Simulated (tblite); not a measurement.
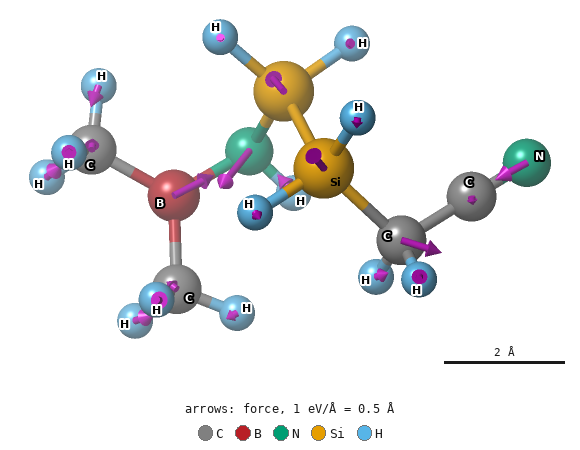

Starting geometry of C$_{4}$H$_{13}$BN$_{2}$Si$_{2}$ with the computed forces as purple arrows. The picture is a ball-and-stick view, seen at a tilt.

Theory: tblite, GFN2-xTB geometry optimisation, gas phase. 

### What follows when this structure is relaxed?

It isn't relaxed: the largest force vector, on an N atom, is 2.68 eV/Å. The final displacements have little in common with the starting forces (cosine between the two patterns 0.15). The atom that moves furthest after the best rigid fit is an H atom (2.80 Å). Largest moves by element: H 2.80 Å, N 2.28 Å, C 1.55 Å, Si 0.90 Å, B 0.47 Å. Some distances before and after: B–N 1.534 → 1.403 Å, Si–Si 2.232 → 2.320 Å, C–Si 1.870 → 1.934 Å, N–Si 1.804 → 1.746 Å. Among the angles between lasting bonds that change: B–N–Si 108.2° → 131.1°, Si–Si–H 109.1° → 117.5°, Si–N–H 105.8° → 113.8°. Groups turn about B–C by about 100°, Si–Si by about 40°. The energy falls by 1.123 eV in 289 geometry steps.
